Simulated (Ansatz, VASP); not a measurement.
# Na (Na(110)) in two plane-wave programs

One calculation is typed for both programs; each brings its own data sets. How far apart do they land? Valence electrons are named where the data sets of a main pair hold unlike numbers.

Main program and level: Ansatz 0.2.0; plane waves, with VASP 6.6.1 beside it; band structure at r2SCAN.

**1. The starting structure**

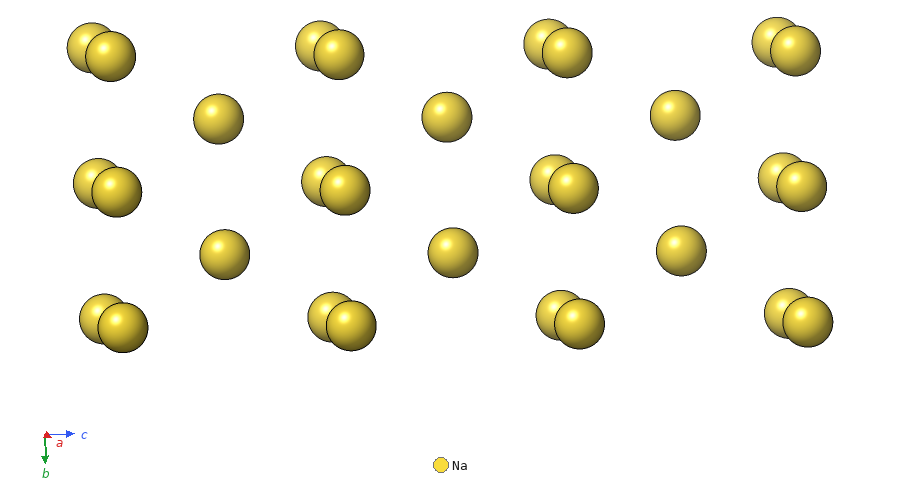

The starting structure, seen from the side, with the c axis across the page (sodium yellow). 1×2×1 cells are drawn. Some periodic images of atoms are drawn too.

The cell holds 7 atoms: 7 Na. Its edges and angles: a = 3.663 Å, b = 3.663 Å, c = 35.946 Å, α = 90.0°, β = 90.0°, γ = 70.5°. Vacuum lies along c.

**2. VASP: band structure, r2SCAN**

With cell and atoms fixed, the geometry can't cause a difference; cores, projectors, grids and the points listed under the comparison can.

Lines of VASP's logs that name or quote its potential files are left out, and so is its time.

The input, INCAR:

```
SYSTEM = Na
PREC = Normal
ENCUT = 300
EDIFF = 1E-06
NELM = 120
ISMEAR = -1
SIGMA = 0.1
LREAL = .FALSE.
ALGO = Normal
METAGGA = R2SCAN
LASPH = .TRUE.
NBANDS = 21
LORBIT = 11
LWAVE = .FALSE.
LCHARG = .TRUE.
IDIPOL = 3
LDIPOL = .TRUE.
DIPOL = 0.5 0.5 0.5
LVHAR = .TRUE.
LVACPOTAV = .TRUE.
LELF = .TRUE.
NEDOS = 1500
```

The input, POSCAR:

```
Na
1.0
    2.9910616844     -2.1150000000      0.0000000000
    2.9910616844      2.1150000000      0.0000000000
    0.0000000000      0.0000000000     35.9463701065
Na
7
Direct
    0.0000000000      0.0000000000      0.2503729855
    0.5000000000      0.5000000000      0.3335819903
    0.0000000000      0.0000000000      0.4167909952
    0.5000000000      0.5000000000      0.5000000000
    0.0000000000      0.0000000000      0.5832090048
    0.5000000000      0.5000000000      0.6664180097
    0.0000000000      0.0000000000      0.7496270145
```

The input, KPOINTS:

```
Automatic mesh
0
Gamma
12 12 1
0 0 0
```

The input, KPOINTS_OPT:

```
Line mode
14
Line-mode
Reciprocal
  0.00000000   0.00000000   0.00000000 GAMMA
  0.37500000  -0.37500000   0.00000000 X

  0.37500000  -0.37500000   0.00000000 X
  0.62500000   0.37500000   0.00000000 A1

  0.62500000   0.37500000   0.00000000 A1
  0.50000000   0.50000000   0.00000000 Y

  0.50000000   0.50000000   0.00000000 Y
  0.00000000   0.00000000   0.00000000 GAMMA
```

Potentials, in the order of the species: Na (PBE family, release 64).

Run with:

```console
$ mpirun -np 2 vasp_std
```

Numbers of over 12 decimals in the logs are rounded to 6 here.

Log:

```text
[banner, memory and clock lines left out]
running    2 mpi-ranks, on    1 nodes
 distrk:  each k-point on    2 cores,    1 groups
 distr:  one band on    1 cores,    2 groups

 POSCAR found type information on POSCAR Na
 POSCAR found :  1 types and       7 ions
|                                                                             |
|               ----> ADVICE to this user running VASP <----                  |
|                                                                             |
|     You enforced a specific xc type in the INCAR file but a different       |
|     [... a line on the potential file left out ...]
|     I HOPE YOU KNOW WHAT YOU ARE DOING!                                     |
|                                                                             |

 LDA part: xc-table for (None), standard interpolation
|                                                                             |
|           W    W    AA    RRRRR   N    N  II  N    N   GGGG   !!!           |
|           W    W   A  A   R    R  NN   N  II  NN   N  G    G  !!!           |
|           W    W  A    A  R    R  N N  N  II  N N  N  G       !!!           |
|           W WW W  AAAAAA  RRRRR   N  N N  II  N  N N  G  GGG   !            |
|           WW  WW  A    A  R   R   N   NN  II  N   NN  G    G                |
|           W    W  A    A  R    R  N    N  II  N    N   GGGG   !!!           |
|                                                                             |
|     The number of bands has been changed from the values supplied in        |
|     The orbitals not found in the WAVECAR file will be initialized with     |
|     random numbers, which is usually adequate. For correlated               |
|     calculations, however, you should redo the groundstate calculation.     |
|     I found NBANDS = 21. Now, NBANDS = 22.                                  |
|                                                                             |

 POSCAR, INCAR and KPOINTS ok, starting setup
 FFT: planning ... GRIDC
 FFT: planning ... GRID_SOFT
 FFT: planning ... GRID
 WAVECAR not read
 entering main loop
       N       E                     dE             d eps       ncg     rms          rms(c)
DAV:   1    -0.179624516092E+02   -0.17962E+02   -0.10720E+03  1892   0.113E+02
DAV:   2    -0.244836545416E+02   -0.65212E+01   -0.62775E+01  2408   0.235E+01
DAV:   3    -0.247247326181E+02   -0.24108E+00   -0.23861E+00  2440   0.395E+00
DAV:   4    -0.247321762983E+02   -0.74437E-02   -0.74412E-02  2610   0.633E-01
DAV:   5    -0.247325033607E+02   -0.32706E-03   -0.32704E-03  2708   0.123E-01    0.897E-01
DAV:   6    -0.246997098291E+02    0.32794E-01   -0.47860E+00  2716   0.175E+00    0.922E-01
DAV:   7    -0.244953452881E+02    0.20436E+00   -0.22195E+00  2410   0.129E+00    0.484E-01
DAV:   8    -0.244719886380E+02    0.23357E-01   -0.29261E-01  2318   0.758E-01    0.182E-01
DAV:   9    -0.244738300320E+02   -0.18414E-02   -0.99119E-02  1952   0.338E-01    0.127E-01
DAV:  10    -0.244713885577E+02    0.24415E-02   -0.17586E-02  2174   0.181E-01    0.394E-02
DAV:  11    -0.244721449310E+02   -0.75637E-03   -0.17769E-03  1964   0.888E-02    0.201E-02
DAV:  12    -0.244725283476E+02   -0.38342E-03   -0.37275E-04  2050   0.427E-02    0.120E-02
DAV:  13    -0.244729977720E+02   -0.46942E-03   -0.43635E-04  2030   0.331E-02    0.680E-03
DAV:  14    -0.244731928040E+02   -0.19503E-03   -0.67406E-05  2044   0.175E-02    0.456E-03
DAV:  15    -0.244733334806E+02   -0.14068E-03   -0.28791E-05  1976   0.954E-03    0.235E-03
DAV:  16    -0.244733649206E+02   -0.31440E-04   -0.82613E-06  2050   0.424E-03    0.961E-04
DAV:  17    -0.244733881858E+02   -0.23265E-04   -0.51651E-06  1934   0.416E-03    0.576E-04
DAV:  18    -0.244733985788E+02   -0.10393E-04   -0.90132E-07  2150   0.227E-03    0.240E-04
DAV:  19    -0.244734039974E+02   -0.54187E-05   -0.34499E-07  2202   0.183E-03    0.196E-04
DAV:  20    -0.244734069969E+02   -0.29995E-05   -0.39992E-07  1978   0.179E-03    0.804E-05
DAV:  21    -0.244734075528E+02   -0.55585E-06   -0.10758E-07  1942   0.118E-03
|                                                                             |
|           W    W    AA    RRRRR   N    N  II  N    N   GGGG   !!!           |
|           W    W   A  A   R    R  NN   N  II  NN   N  G    G  !!!           |
|           W    W  A    A  R    R  N N  N  II  N N  N  G       !!!           |
|           W WW W  AAAAAA  RRRRR   N  N N  II  N  N N  G  GGG   !            |
|           WW  WW  A    A  R   R   N   NN  II  N   NN  G    G                |
|           W    W  A    A  R    R  N    N  II  N    N   GGGG   !!!           |
|                                                                             |
|     Did not find any points to average over, which means that no vacuum     |
|     field-free region was found. Please increase the size of  your cell     |
|     in the dimension of the dipole correction to obtain accurate            |
|     workfunction values.                                                    |
|                                                                             |

   1 F= -.24473408E+02 E0= -.24415126E+02  d E =-.116563E+00
 Start KPOINTS_OPT (optional k-point list driver)
k-point batch [1-43\56]
       N       E                     dE             ncg
DAV:   1     0.238756492873E+03   -0.57906E+04     1892
DAV:   2    -0.152334699320E+03   -0.39109E+03     2480
DAV:   3    -0.171806063640E+03   -0.19471E+02     2440
DAV:   4    -0.172128788147E+03   -0.32272E+00     2510
DAV:   5    -0.172141083546E+03   -0.12295E-01     2576
DAV:   6    -0.172141520271E+03   -0.43673E-03     2714
DAV:   7    -0.172141524921E+03   -0.46498E-05     2352
DAV:   8    -0.172141525068E+03   -0.14727E-06     1648
k-point batch [44-56\56]
       N       E                     dE             ncg
DAV:   1     0.490617264110E+04   -0.11292E+04      572
DAV:   2     0.483930752527E+04   -0.66865E+02      690
DAV:   3     0.483706930634E+04   -0.22382E+01      816
DAV:   4     0.483701552630E+04   -0.53780E-01      820
DAV:   5     0.483701237266E+04   -0.31536E-02      832
DAV:   6     0.483701231674E+04   -0.55928E-04      852
DAV:   7     0.483701231332E+04   -0.34126E-05      744
DAV:   8     0.483701231331E+04   -0.17909E-07      612
```

Parts of OUTCAR (step 2):

```text
ion  position               nearest neighbor table
   1  0.000  0.000  0.250-   2 3.66   2 3.66
   2  0.500  0.500  0.334-   1 3.66   1 3.66   3 3.66   3 3.66
   3  0.000  0.000  0.417-   4 3.66   4 3.66   2 3.66   2 3.66
   4  0.500  0.500  0.500-   3 3.66   5 3.66   3 3.66   5 3.66
   5  0.000  0.000  0.583-   4 3.66   4 3.66   6 3.66   6 3.66
   6  0.500  0.500  0.666-   7 3.66   7 3.66   5 3.66   5 3.66
   7  0.000  0.000  0.750-   6 3.66   6 3.66

  LATTYP: Found a base centered orthorhombic cell.
 ALAT       =     4.2300000000
 B/A-ratio  =     1.4142135624
 C/A-ratio  =     8.4979598361

 Subroutine GETGRP returns: Found  8 space group operations
 (whereof  8 operations were pure point group operations)

The static configuration has the point symmetry D_2h.

 Found     43 irreducible k-points:

   k-points           NKPTS =     43   k-points in BZ     NKDIM =     43   number of bands    NBANDS=     22

   dimension x,y,z NGX =    16 NGY =   16 NGZ =  160
   dimension x,y,z NGXF=    32 NGYF=   32 NGZF=  320

   ENCUT  =  300.0 eV  22.05 Ry    4.70 a.u.   5.17  5.17 50.77*2*pi/ulx,y,z

   NELECT =       7.0000    total number of electrons

 k-points in reciprocal lattice and weights: Automatic mesh
   0.00000000  0.00000000  0.00000000       0.007
   0.08333333  0.00000000  0.00000000       0.028
   0.16666667  0.00000000  0.00000000       0.028
   0.25000000  0.00000000  0.00000000       0.028
   0.33333333  0.00000000  0.00000000       0.028
   0.41666667  0.00000000  0.00000000       0.028
   0.50000000  0.00000000  0.00000000       0.014
   0.08333333  0.08333333  0.00000000       0.014
   0.16666667  0.08333333  0.00000000       0.028
[...]
-0.41666667  0.41666667  0.00000000       0.014
   0.50000000  0.50000000  0.00000000       0.007

 dipolmoment           0.000000      0.000000      0.000000 electrons x Angstroem

 average (electrostatic) potential at core
       1 -49.3937       2 -49.1399       3 -49.1168       4 -49.1220       5 -49.1168
       6 -49.1399       7 -49.3937

 E-fermi :  -0.8339

 k-point     1 :       0.0000    0.0000    0.0000
  band No.  band energies     occupation
    ...
      3      -3.6135      2.00000
      4      -3.0885      2.00000
      5      -2.4239      2.00000
      6      -1.6417      1.99938
      7      -0.7946      0.80590
      8      -0.1422      0.00198
      9       1.1448      0.00000
     10       1.8075      0.00000
     11       2.0241      0.00000
     12       2.8599      0.00000
    ...

 k-point     2 :       0.0833    0.0000    0.0000
  band No.  band energies     occupation
    ...
      2      -3.8855      2.00000
      3      -3.5182      2.00000
      4      -2.9937      2.00000
      5      -2.3298      2.00000
      6      -1.5484      1.99842
      7      -0.7022      0.42260
      8      -0.0524      0.00081
      9       1.2338      0.00000
     10       1.8955      0.00000
     11       2.1113      0.00000
    ...

 k-point     3 :       0.1667    0.0000    0.0000
  band No.  band energies     occupation
    ...
      2      -3.5992      2.00000
      3      -3.2330      2.00000
      4      -2.7102      2.00000
      5      -2.0484      1.99999
      6      -1.2695      1.97465
      7      -0.4263      0.03337
      8       0.2172      0.00005
      9       1.4937      0.00000
     10       2.1550      0.00000
     11       2.3710      0.00000
    ...

  Total       -0.1266358     -0.4613471     -0.4650289     -0.0000000      0.0000000      0.0000000
  in kB       -0.4461143     -1.6252403     -1.6382105     -0.0000000      0.0000000      0.0000000
  external PRESSURE =      -1.2365217 kB  Pullay stress =       0.0000000 kB

  energy-cutoff  :      300.00
  volume of cell :      454.80
      direct lattice vectors                 reciprocal lattice vectors
     2.991061684 -2.115000000  0.000000000     0.167164724 -0.236406619  0.000000000
     2.991061684  2.115000000  0.000000000     0.167164724  0.236406619  0.000000000
     0.000000000  0.000000000 35.946370106     0.000000000  0.000000000  0.027819221

 POSITION                                       TOTAL-FORCE (eV/Angst)
 -----------------------------------------------------------------------------------
      0.00000      0.00000      9.00000        -0.000000      0.000000      0.038887
      2.99106      0.00000     11.99106         0.000000      0.000000     -0.016547
      0.00000      0.00000     14.98212        -0.000000      0.000000     -0.007306
      2.99106      0.00000     17.97319        -0.000000     -0.000000      0.000000
      0.00000      0.00000     20.96425        -0.000000      0.000000      0.007306
      2.99106      0.00000     23.95531         0.000000      0.000000      0.016547
      0.00000      0.00000     26.94637        -0.000000      0.000000     -0.038887
 -----------------------------------------------------------------------------------
    total drift:                               -0.000000     -0.000000      0.000000

  FREE ENERGIE OF THE ION-ELECTRON SYSTEM (eV)
  ---------------------------------------------------
  free  energy   TOTEN  =       -24.4734075528 eV

  energy  without entropy=      -24.3568442477  energy(sigma->0) =      -24.41512590

 vacuum level on the upper side and lower side of the slab         2.018         2.018

 total charge
# of ion       s       p       d       tot
------------------------------------------
    1        0.083   0.018   0.000   0.102
    2        0.079   0.023   0.000   0.102
    3        0.080   0.024   0.000   0.103
    4        0.080   0.024   0.000   0.103
    5        0.080   0.024   0.000   0.103
    6        0.079   0.023   0.000   0.102
    7        0.083   0.018   0.000   0.102
--------------------------------------------------
tot          0.564   0.154   0.000   0.718

[... 3 further parts left out ...]
```

This run has no spin polarisation. Its electron count is odd, so without a moment it is a metal by construction. The PAW data sets were made with PBE, which is usual practice but a small mismatch for other functionals. The data set Na keeps the semicore shell frozen, which is cheaper and a little less accurate.

(Continued in part 2 of 2.)

[Lines on the potential files, build, host, timing and source positions are cut from VASP's logs without a mark.]

[Logs are printed without paths, hosts, clocks, repeated set-up lines and the standing remarks that a program may print on its own settings, such as how far it seeks lower states.]

[Hosts, paths, dates, database ids (printed as entryN), source tags and the programs' standing remarks are cut or masked in the printed files.]
